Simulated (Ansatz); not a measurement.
## Electronic structure of BClH$_{4}$Si (SMILES B[SiH2]Cl) in real space

```xyz
7

B    -1.0197    0.0030   -0.6896
Si    0.6270   -0.1059    0.4452
Cl    1.7937    1.5959    0.3803
H    -1.7463   -0.9474   -0.7193
H    -1.3158    0.9630   -1.3333
H     0.2456   -0.3314    1.8661
H     1.4769   -1.2453    0.0048
```

Geometry: PBE0-D4/def2-TZVP.

Level of theory: Ansatz 0.2.0, RKS PBE0-D4/def2-TZVPP.

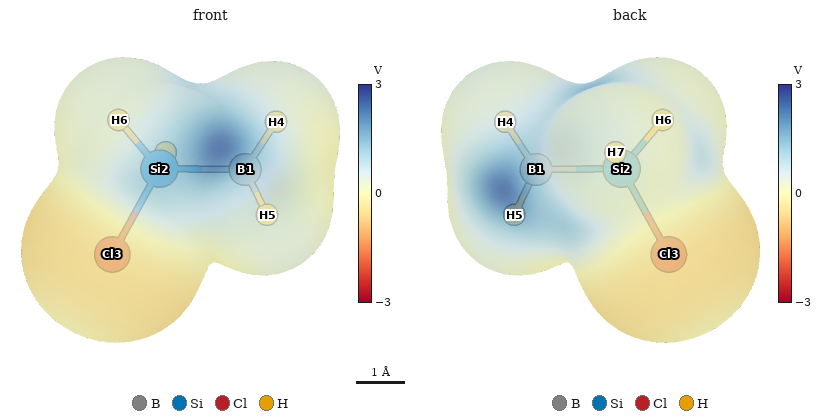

Figure 1. The electrostatic potential painted on the density surface at 0.002 e/bohr³, seen from the front and from behind; red is negative and blue positive.

Where is the surface potential most negative and most positive?

Answer. The most negative region (about −0.5 V) lies over Cl3, the most positive (about +2.4 V) over B1.

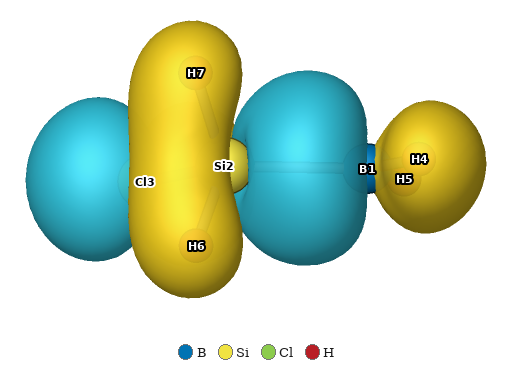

Figure 2. The HOMO at ±0.08 Å⁻³ᐟ² (yellow and cyan are the two phases), seen from one side.

Where does this orbital lie, and at what energy?

Answer. Its weight (Hirshfeld) is mainly on Cl3 (about 35 %), B1 (about 25 %) and Si2 (about 25 %). Its energy is −8.31 eV.

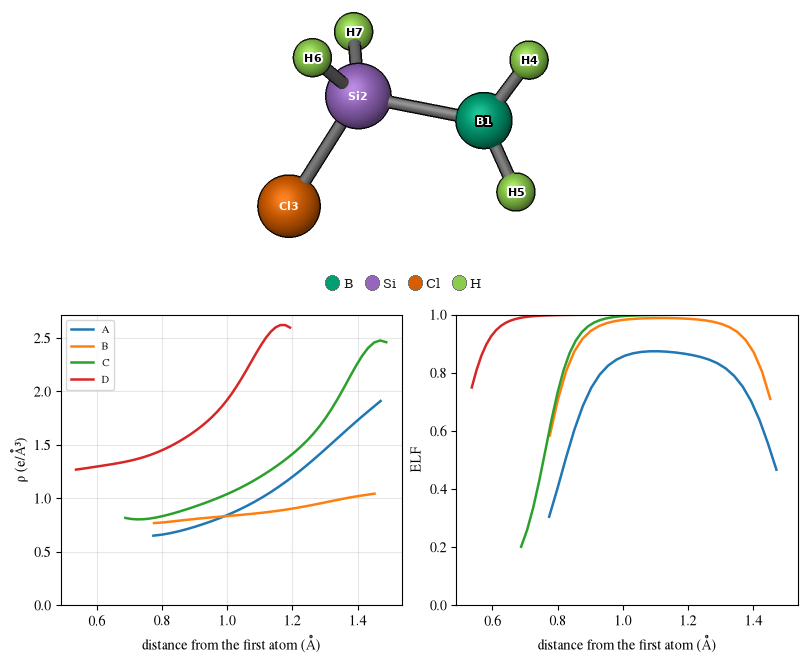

Figure 3. Electron density and ELF along straight lines between neighbouring atoms. The curves leave out the atomic cores. The structure is drawn too.

Which curve belongs to which contact (B–H, Si–B, Si–Cl and Si–H)? The first atom named is at distance zero.

Answer. Curve A: Si–Cl (2.06 Å): the density is about 0.89 e/Å³ at the midpoint; the ELF peaks at about 0.85 between the atoms; a polar covalent bond. Curve B: Si–B (2.00 Å): ρ at the midpoint is about 0.83 e/Å³; the ELF peaks at about 1 between the atoms (a covalent bond). Curve C: Si–H (1.49 Å): the density is about 0.8 e/Å³ at the midpoint; the ELF climbs to about 1 towards the hydrogen, as it does in any bond to H. Curve D: B–H (1.19 Å): the density is about 1.3 e/Å³ at the midpoint; the ELF climbs to about 1 towards the hydrogen (a covalent bond by its length).
